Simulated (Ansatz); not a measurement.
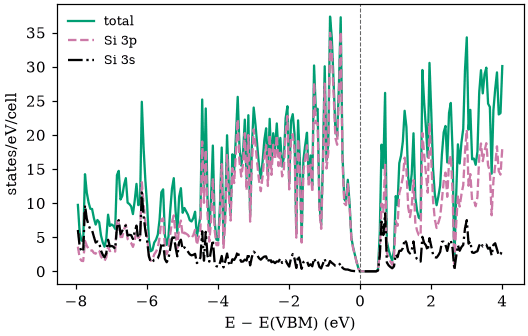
Figure: Total and projected density of states of Si in space group Fd-3m (No. 227; Si on 8a, Si on 32e, Si on 96g), the program Ansatz at the PBEsol level (PAW)

Problem. Which orbitals carry the states next to the gap?

Solution. Top 1 eV of the valence band: Si 3p 94 %. Bottom 1 eV of the conduction band: Si 3p 66 %, Si 3s 25 %, outside the projected shells 9 %. Projections are on Löwdin-orthogonalised atomic valence shells; empty p or d shells of many metals are not among them.

Problem. Where is the tallest occupied peak in this window, and what makes it?

Solution. Near -0.8 eV, about 37 states/eV per cell; the largest projected share is Si 3p.

The workflow started from a Materials Project entry (that database holds measured and hypothetical structures alike). Its sites differ from those of the usual phase in this space group: another stacking or structure type. Symmetry was held in the PBEsol relaxation; whether a distortion lowers the energy is not shown.

Potentials: the earlier of the program's two PAW sets. The files were generated under PBE; for other functionals the program regenerates the frozen cores, and for LDA and PBEsol the local potential too.
